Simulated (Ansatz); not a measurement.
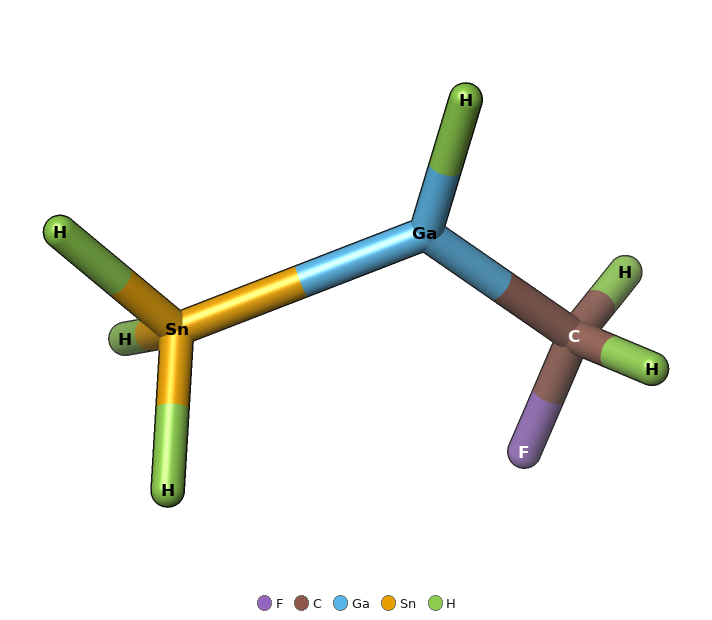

Starting geometry of the run.

The calculation was set up as follows.

```yaml
crystal:
  periodic: [false, false, false]
  atoms:
    - {symbol: F, position_ang: [-1.530158, 1.645003, 0.114927]}
    - {symbol: C, position_ang: [-0.576334, 1.660276, -0.898771]}
    - {symbol: Ga, position_ang: [0.655669, 0.097461, -0.774410]}
    - {symbol: Sn, position_ang: [0.272775, -1.609550, 1.170690]}
    - {symbol: H, position_ang: [-1.102825, 1.668975, -1.860702]}
    - {symbol: H, position_ang: [-0.022036, 2.603956, -0.829712]}
    - {symbol: H, position_ang: [1.794415, -0.023828, -1.856842]}
    - {symbol: H, position_ang: [1.393432, -2.902121, 1.156930]}
    - {symbol: H, position_ang: [0.405460, -0.843550, 2.693405]}
    - {symbol: H, position_ang: [-1.290388, -2.296612, 1.084476]}
basis:
  gaussian: {orbitals: STO-3G}
hamiltonian: {xc: {name: HF}}
accuracy: high
scf: {lower_state_search: full}
output: {forces: true}
```

It was started with:

```sh
ansatz run in.yaml --threads 2 --pin off --events-out ev --progress --plain --max-ram 4352MiB
```

What the program printed:

```
Functional definition: HF
  name "HF"
  cite "Fock, Z. Phys. 61, 126 (1930) doi:10.1007/BF01340294"
  parent pbe
  exchange = exact_x
  correlation = 0
1105 factors; integrals over basis functions are off by at most 3.6e-8 eV
mean field evaluation 1: about -217773.4906 eV, gradient 2.1e1 eV
mean field evaluation 2: about -217773.6075 eV, gradient 2.1e1 eV
mean field evaluation 4: about -217775.7409 eV, gradient 1.8e0 eV
mean field evaluation 8: about -217775.7656 eV, gradient 6.2e-1 eV
mean field evaluation 16: about -217774.7254 eV, gradient 1.5e1 eV
mean field evaluation 32: about -217775.5010 eV, gradient 4.2e0 eV
mean field evaluation 64: about -217759.3154 eV, gradient 8.3e0 eV
mean field evaluation 96: about -217775.7700 eV, gradient 2.3e-1 eV
mean field evaluation 128: about -217775.7773 eV, gradient 1.3e-1 eV
mean field evaluation 160: about -217775.7675 eV, gradient 4.0e-4 eV
mean field -217775.78337640 eV, -8003.1124253550 hartree, gradient 1.7e-8 eV, S^2 0.000000; 1 other end points of the search recorded, 0 dependent functions left out
the calculation of the forces begins
reference -217775.78337640 eV, -8003.1124253550 hartree; 51, 51 occupied and 10, 10 virtual orbitals, 1105 factors
Total energy: -217775.78337640 eV, -8003.1124253550 hartree
Atom 0 at    -1.530158     1.645003     0.114927 Å, force    -0.364234     0.152410     0.252637 eV/Å
Atom 1 at    -0.576334     1.660276    -0.898771 Å, force     1.154435    -1.532238     0.101657 eV/Å
Atom 2 at     0.655669     0.097461    -0.774410 Å, force     1.211940     0.409587    -1.541062 eV/Å
Atom 3 at     0.272775    -1.609550     1.170690 Å, force    -0.234012    -0.648654     0.793416 eV/Å
Atom 4 at    -1.102825     1.668975    -1.860702 Å, force     0.142729     0.112223    -0.063570 eV/Å
Atom 5 at    -0.022036     2.603956    -0.829712 Å, force     0.011046     0.030796    -0.176206 eV/Å
Atom 6 at     1.794415    -0.023828    -1.856842 Å, force    -2.230587     0.375030     1.957425 eV/Å
Atom 7 at     1.393432    -2.902121     1.156930 Å, force    -0.863680     1.076645    -0.066731 eV/Å
Atom 8 at     0.405460    -0.843550     2.693405 Å, force    -0.069668    -0.538842    -1.262936 eV/Å
Atom 9 at    -1.290388    -2.296612     1.084476 Å, force     1.242032     0.563042     0.005369 eV/Å
Dipole moment:     0.203171    -0.051682    -0.166707 e Å
```

Self-consistency was reached.
